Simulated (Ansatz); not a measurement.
System (SMILES): F (HF).
Geometry (B3LYP-D3(BJ)/def2-TZVP, fixed):
```
F
H 1 0.9245
```
Charge 0, spin multiplicity 1.

Basis-set convergence of the dipole moment at PBE with Ansatz (a program for electronic structure). Dipoles come from the density behind the forces; the sign is taken along the dipole that this method gives in the largest set. Cartesian d functions, on some or all atoms, in 6-31G*; all else is spherical. The program fits the integrals of some runs and decomposes those of others, by size. No added dispersion term, no relativity. Reference: the value in aug-cc-pV5Z, 1.757 D. Deviations are taken from unrounded values.

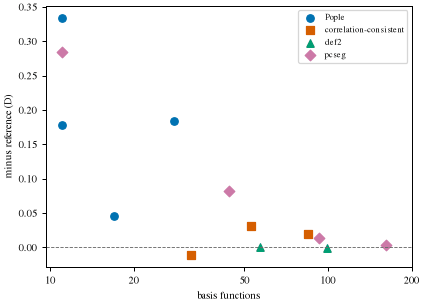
Deviation from the reference against the number of basis functions, by family of sets.

```
basis            functions  dipole moment (D)  minus reference (D)
---------------  ---------  -----------------  -------------------
3-21G                   11              1.935                0.178
6-31G                   11              2.090                0.334
pcseg-0                 11              2.041                0.285
6-31G*                  17              1.803                0.046
6-311+G**               28              1.941                0.184
aug-cc-pVDZ             32              1.745               -0.012
pcseg-2                 44              1.838                0.082
jun-cc-pV(T+d)Z         53              1.788                0.031
def2-TZVPPD             57              1.757                0.000
cc-pVQZ                 85              1.776                0.019
pcseg-3                 93              1.771                0.014
def2-QZVPPD             99              1.755               -0.001
pcseg-4                162              1.759                0.003
```
